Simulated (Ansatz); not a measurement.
Polymorphs of ScAlCO

8 relaxations of ScAlCO ended in 5 distinct structures. Method: r2SCAN (plane waves to 500 eV, PAW, scalar-relativistic; Ansatz, a first-principles code).

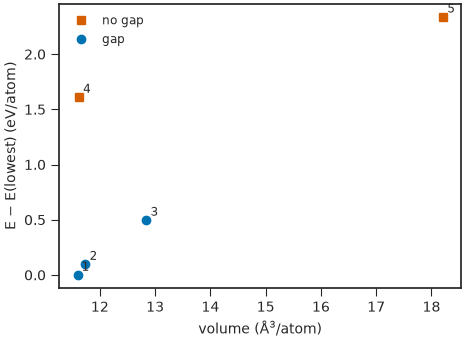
*Energy against volume of the distinct structures, numbered as in the table*

| # | space group | Pearson | type | E − E(lowest) (eV/atom) | V (Å³/atom) | gap (eV, no SOC) | runs ending here | spin order |
|---|---|---|---|---|---|---|---|---|
| 1 | P6₃mc | hP8 | – | 0.000 | 11.60 | 1.51 | 4 | non-magnetic |
| 2 | C2/m | mS16 | – | 0.099 | 11.74 | 1.36 | 1 | non-magnetic |
| 3 | Pmmn | oP8 | – | 0.498 | 12.84 | 0.51 | 1 | non-magnetic |
| 4 | P4/nmm | tP8 | AFLOW prototype ABCD_tP8_129_c_b_a_c (as in ZrCuSiAs) | 1.61 | 11.62 | 0.00 | 1 | non-magnetic |
| 5 | P6/mmm | hP8 | – | 2.34 | 18.21 | 0.00 | 1 | ferromagnetic |

P6₃mc, hP8, non-magnetic is the lowest of the structures calculated here.

```cif
data_C2Al2O2Sc2
_chemical_formula_sum 'Sc2 Al2 C2 O2'
_space_group_name_H-M_alt 'P63mc'
_space_group_IT_number 186
_space_group_name_Hall 'P 6c -2c'
_cell_length_a 3.24420
_cell_length_b 3.24420
_cell_length_c 10.17751
_cell_angle_alpha 90.000
_cell_angle_beta 90.000
_cell_angle_gamma 120.000
loop_
_atom_site_label
_atom_site_type_symbol
_atom_site_symmetry_multiplicity
_atom_site_Wyckoff_symbol
_atom_site_fract_x
_atom_site_fract_y
_atom_site_fract_z
_atom_site_occupancy
Sc1 Sc 2 b 0.33333 0.66667 0.30469 1
Al1 Al 2 a 0.00000 0.00000 0.02142 1
C1 C 2 b 0.66667 0.33333 0.44279 1
O1 O 2 a 0.00000 0.00000 0.19790 1
```

Probably no minimum, since a slightly shaken restart fell lower: Pmmn, oP8, non-magnetic (by 0.40 eV/atom, to C2/m).  1 generated cell of layers, chains or molecules, poorly bound without dispersion, is left out. Each run could gain symmetry but not lose that of its start, so entries can be saddle points. From databases, or of a type measured for this composition: P6₃mc, hP8, non-magnetic; the others are generated cells (placed on structure types, drawn at random, substituted or restacked) that were not matched to a known phase here. Each structure is listed in the lowest spin state found for it. Static energies at zero pressure. Spin states reached: non-magnetic, ferromagnetic; non-magnetic ones ran without spin or lost their moments; spin orders were not searched systematically. The d or f electrons are treated with no Hubbard U.
